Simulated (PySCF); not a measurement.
## EPR calculation, with input and output: C3H3O2

The run: EPR calculation of C3H3O2, multiplicity 2, SMILES O=C[C]1CO1. Method and program: UKS B3LYP, pcH-1 on C H O, non-relativistic, mean-field spin-orbit, GIAO (PySCF 2.14.0).

It belongs to a series of runs on one base structure; here: H removed from sp3 C.

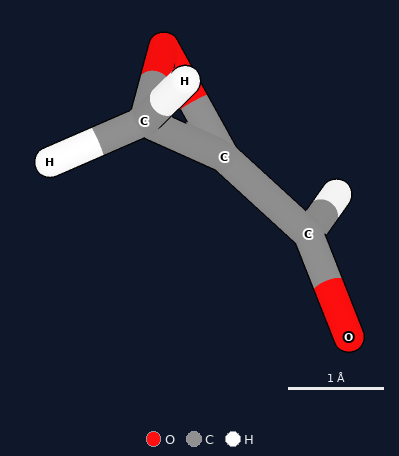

**Figure 1.** The structure (stick view, seen at a tilt).

**Input file**
```
{"job": {"kind": "epr", "basis": "pcH-1"}, "charge": 0, "multiplicity": 2}
O      2.269326    -0.261767    -0.258004
C      1.386815     0.142034     0.494903
C      0.023516     0.089063     0.210926
C     -1.151611    -0.202411    -0.566782
O     -1.146205     0.409048     0.744196
H      1.618886     0.587883     1.477043
H     -1.445696     0.455862    -1.374599
H     -1.545975    -1.210300    -0.596768
```

The first line tells a small driver script what to run in PySCF; the rest is the geometry in Å.

Run on 1 CPU thread, shared host.

Run as:
```bash
OMP_NUM_THREADS=1 python <driver script> task.json out
```

**The program's output**
```
UKS, coarse grid
  cycle   1  E = -266.28578071  |g| = 6.77e-01
  cycle   2  E = -264.79045550  |g| = 1.85e+00
  cycle   3  E = -266.39472280  |g| = 3.99e-01
  cycle   4  E = -266.45581846  |g| = 1.74e-01
  cycle   5  E = -266.46567688  |g| = 4.79e-02
  cycle   6  E = -266.46676561  |g| = 2.12e-02
  cycle   7  E = -266.46701888  |g| = 7.92e-03
  cycle   8  E = -266.46708291  |g| = 3.66e-03
  cycle   9  E = -266.46709474  |g| = 1.02e-03
  cycle  10  E = -266.46709570  |g| = 5.67e-04
UKS, final grid
  cycle   1  E = -266.46710225  |g| = 9.46e-04
  cycle   2  E = -266.46710112  |g| = 2.00e-03
  cycle   3  E = -266.46710261  |g| = 1.94e-04
  cycle   4  E = -266.46710263  |g| = 4.43e-05
  cycle   5  E = -266.46710264  |g| = 2.15e-05
E = -266.46710264 Eh   <S^2> = 0.7622 (exact 0.7500)
g shifts (ppm)      1          2          3
  rmc          -251       -251       -251
  gc            -13         41         50
  oz_so         -15       4125       6159
  total        -278       3915       5958
hyperfine (MHz)  atom isotope    a_iso     a_fc   dipolar eigenvalues
    0   17O     -25.96     -25.96   -118.70     59.04     59.66
    1   13C     -34.30     -34.30     -5.05     -1.17      6.22
    2   13C      48.49      48.49    -50.32    -49.18     99.49
    3   13C     -13.44     -13.44     -3.81      0.31      3.51
    4   17O     -17.97     -17.97    -65.20     30.58     34.61
    5    1H      -5.23      -5.23     -5.20     -2.54      7.74
    6    1H       5.26       5.26     -4.59     -2.59      7.18
    7    1H       5.29       5.29     -4.59     -2.59      7.19
```

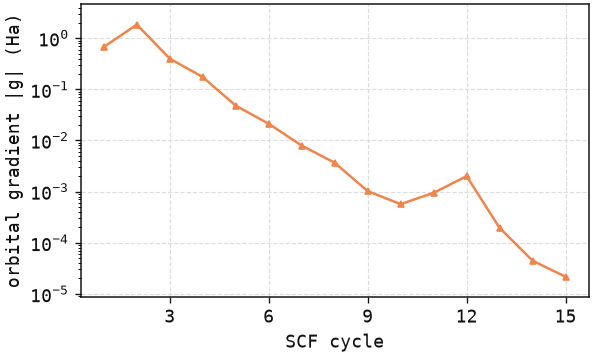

**Figure 2.** Convergence of the self-consistent field: orbital gradient |g| against the SCF cycle. All cycles printed in the log are drawn one after another.

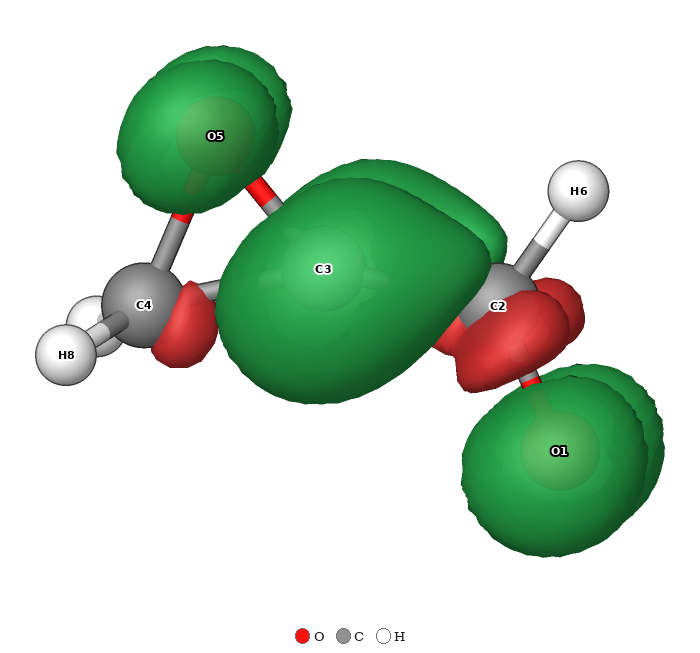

**Figure 3.** Isosurfaces of the spin density at +0.02 (green) and −0.02 e/Å³ (red), seen face on. The unpaired spin (1 electron) lies mostly on C3 (about 0.4), O1 (about 0.3) and O5 (about 0.2), in electrons by Hirshfeld's partition.

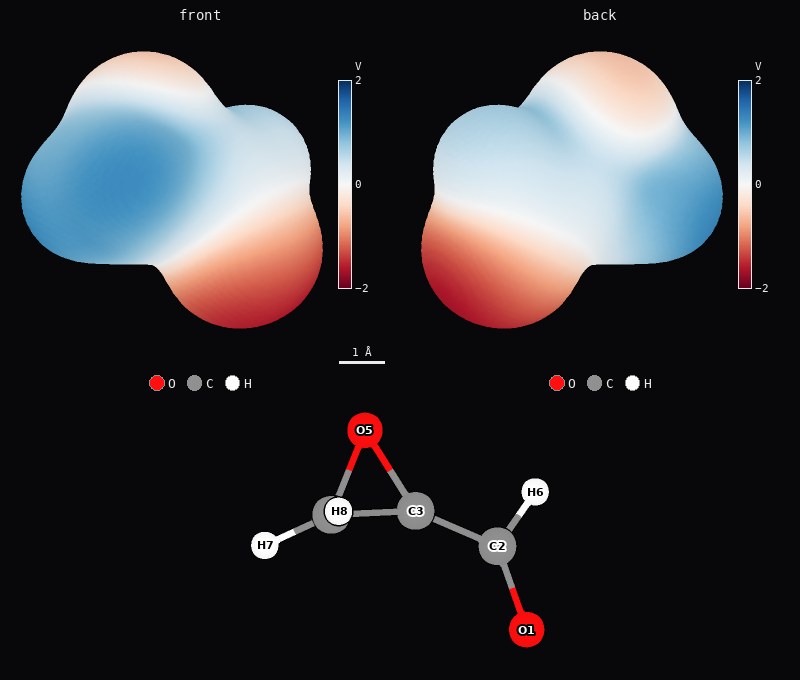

**Figure 4.** The electrostatic potential painted on the density surface at 0.001 e/bohr³, seen at a tilt and from behind; red is negative and blue positive. The bare structure is drawn below in the same view.

**Results in brief**

```csv
quantity,value
outcome,converged
total energy,−266.467103 hartree
⟨S²⟩,0.762
isotropic g,2.0055
wall time,13 s
peak memory,0.62 GiB
```
